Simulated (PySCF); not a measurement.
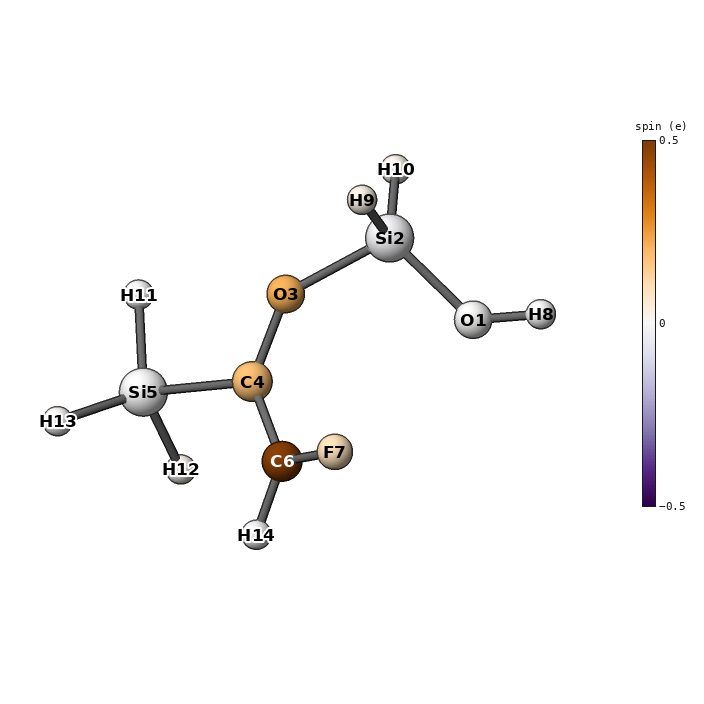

Atoms are coloured by their Mulliken spin populations. The species has charge +1 and is a spin doublet. Computed geometry: GFN2-xTB optimisation. No frequency run is at hand to confirm it as a minimum. Method: UKS B3LYP, pcH-1 on C F H O Si, non-relativistic (PySCF 2.14.0).

### Which atom carries the largest spin population?

C6 (0.48 e).

### Which atom has the lowest spin population?

Si2, H14 (−0.02 e); a negative value comes from spin polarisation.

Give the Mulliken spin populations atom by atom.

| atom | value (e) |
| --- | --- |
| O1 | 0.00 |
| Si2 | −0.02 |
| O3 | 0.21 |
| C4 | 0.18 |
| Si5 | 0.00 |
| C6 | 0.48 |
| F7 | 0.09 |
| H8 | 0.00 |
| H9 | 0.03 |
| H10 | 0.02 |
| H11 | 0.00 |
| H12 | 0.02 |
| H13 | 0.01 |
| H14 | −0.02 |

Mulliken values depend strongly on the basis set. The geometry is semi-empirical. Around Si such bond lengths and angles can be off by a tenth of an ångström or more and by several degrees, and values that hang on the shape move with them.
